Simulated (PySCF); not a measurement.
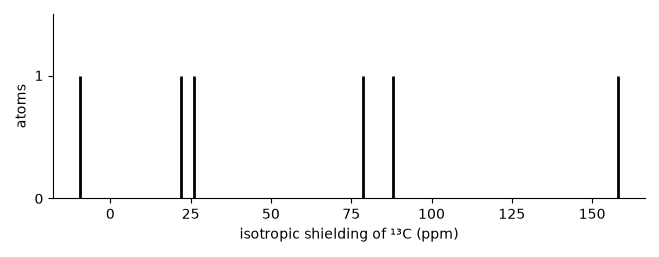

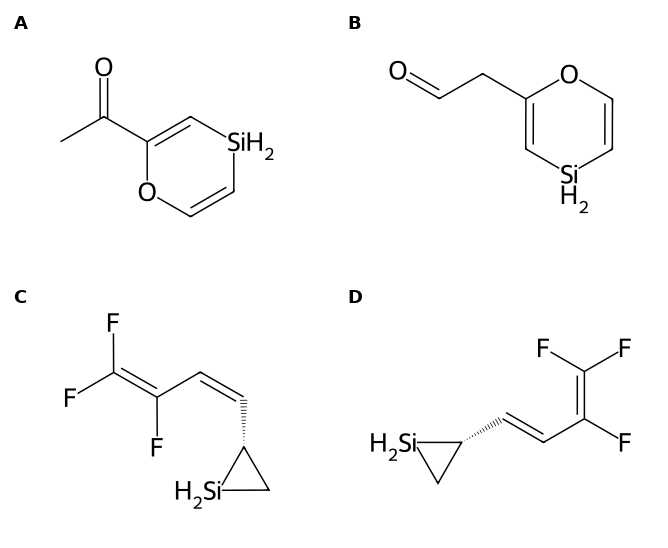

The sticks are computed shieldings of one of the molecules, for one fixed geometry (GFN2-xTB) without averaging over rotations. Low shielding means a high chemical shift. Method: GIAO PBE0/pcSseg-1 NMR shielding, non-relativistic, gas phase (PySCF 2.14.0).

Question: Which molecule gives this pattern?

Answer: A, `CC(=O)C1=C[SiH2]C=CO1`. Its 6 C atoms give lines at −9.4, 22.1, 26.0, 78.7, 88.0, 158.0 ppm.

The geometry is semi-empirical. Around Si such bond lengths and angles can be off by a tenth of an ångström or more and by several degrees, and values that hang on the shape move with them.
